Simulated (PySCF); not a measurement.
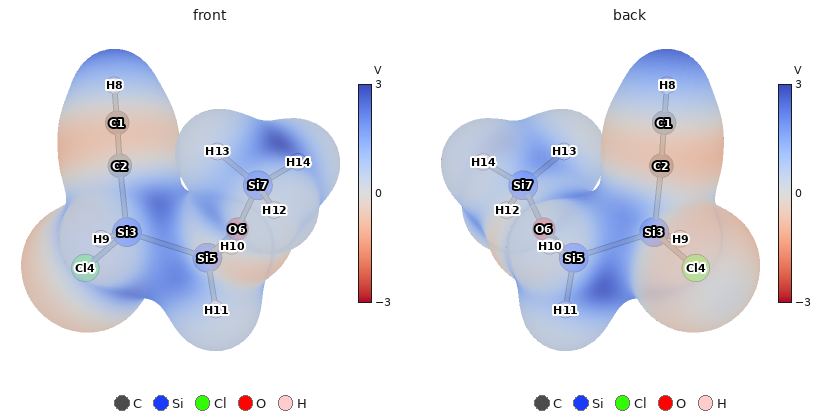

Figure. C2H7ClOSi3. The electrostatic potential painted on the density surface at 0.004 e/bohr³, seen from the front and from behind; the colour scale runs from red (negative) to blue (positive).

Geometry: GFN2-xTB.

All numbers below come from PySCF, PBE0/pcSseg-1, SCF density, gas phase, non-relativistic.

```yaml
atoms:
  - { symbol: C, position_ang: [2.4795, 1.8635, 0.4348] }
  - { symbol: C, position_ang: [2.1183, 0.7292, 0.2595] }
  - { symbol: Si, position_ang: [1.5078, -1.0139, 0.0651] }
  - { symbol: Cl, position_ang: [2.9426, -2.2129, 0.8944] }
  - { symbol: Si, position_ang: [-0.5103, -1.3636, 1.1286] }
  - { symbol: O, position_ang: [-1.5945, -0.4159, 0.3833] }
  - { symbol: Si, position_ang: [-2.2962, 0.8850, -0.2785] }
  - { symbol: H, position_ang: [2.8072, 2.8539, 0.5760] }
  - { symbol: H, position_ang: [1.5874, -1.2557, -1.3848] }
  - { symbol: H, position_ang: [-0.5323, -0.9896, 2.5483] }
  - { symbol: H, position_ang: [-1.0704, -2.7111, 0.9796] }
  - { symbol: H, position_ang: [-3.3072, 0.3384, -1.1788] }
  - { symbol: H, position_ang: [-1.2551, 1.6316, -0.9838] }
  - { symbol: H, position_ang: [-2.8777, 1.6606, 0.8143] }
```

Where is the surface potential most negative and most positive?

Answer. The most negative region (about −0.8 V, or −18 kcal/mol for a unit charge) lies over C1 and C2, the most positive (about +2.6 V, or +60 kcal/mol for a unit charge) over Si5 and Si7. Cl4 shows a σ-hole: about +0.2 V at the tip opposite its bond, against about −0.4 V, or −9 kcal/mol for a unit charge on its flanks.

How polar is the molecule by this calculation?

Answer. Its dipole moment is 2.07 D.
